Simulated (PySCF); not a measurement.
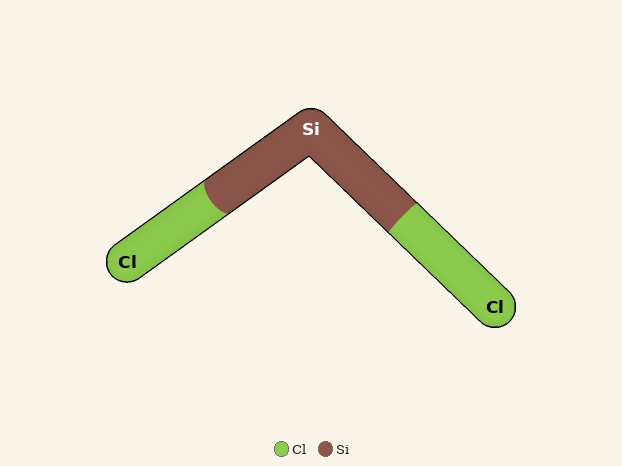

Computed geometry: GFN2-xTB optimisation. No frequency run is at hand to confirm it as a minimum. Level of theory: PBE0/pcSseg-1, gas phase (PySCF 2.14.0).

Computed properties:

The species is SiCl2 (`Cl[Si]Cl`).
- dipole moment: 0.99 D
- HOMO energy (Kohn–Sham orbital): −7.81 eV
- LUMO energy (Kohn–Sham orbital): −2.97 eV
- HOMO–LUMO gap: 4.84 eV

The geometry is semi-empirical. Around Si such bond lengths and angles can be off by a tenth of an ångström or more and by several degrees, and values that hang on the shape move with them.
